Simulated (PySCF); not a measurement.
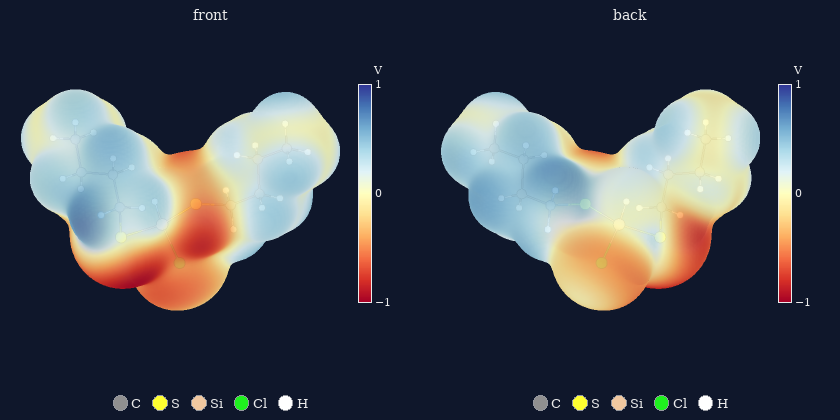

Figure. C₈H₁₉ClS₂Si. The molecular electrostatic potential painted on the density surface at 0.001 e/bohr³, seen from the front and from behind; the colour scale runs from red (negative) to blue (positive).

Geometry: GFN2-xTB.

The calculation used PySCF, KT2/6-31G*, SCF density, gas phase, non-relativistic.

Input file:

```
{"job": {"xc": "KT2", "basis": "6-31G*", "kind": "nmr", "pop": true}, "charge": 0, "multiplicity": 1}
C     -4.171415     1.595688    -1.461548
C     -4.004838     0.665637    -0.267064
C     -2.642743     0.842032     0.397718
C     -2.439216    -0.086620     1.581574
S     -2.534743    -1.861966     1.141411
Si    -0.795760    -2.127225    -0.066988
Cl    -0.220748    -4.056597     0.030192
S      0.760664    -0.816636     0.607325
C      2.185705    -1.559418    -0.275580
C      3.478404    -0.865037     0.116371
C      3.532927     0.583348    -0.361951
C      4.835711     1.259686     0.043512
H     -4.084325     2.635047    -1.152053
H     -3.407103     1.397095    -2.209735
H     -5.146543     1.454674    -1.920926
H     -4.113616    -0.371155    -0.591906
H     -4.789824     0.865564     0.465429
H     -1.849710     0.671667    -0.334522
H     -2.543130     1.868708     0.759873
H     -3.225693     0.047273     2.323291
H     -1.468673     0.078370     2.047264
H     -1.076964    -1.819200    -1.463888
H      1.995696    -1.459402    -1.344100
H      2.213023    -2.614780    -0.008320
H      3.583503    -0.893153     1.202853
H      4.310440    -1.426191    -0.317908
H      3.432159     0.607364    -1.449770
H      2.688823     1.128392     0.065012
H      5.688212     0.733482    -0.381053
H      4.856669     2.288124    -0.308309
H      4.941081     1.264715     1.125906
```

Launched as:

```sh
OMP_NUM_THREADS=1 python ens_run.py task.json out
```

**Describe the electrostatic potential map.**

The most negative region (about −0.9 V) lies over S5, the most positive (about +0.7 V) over H20 and H23.
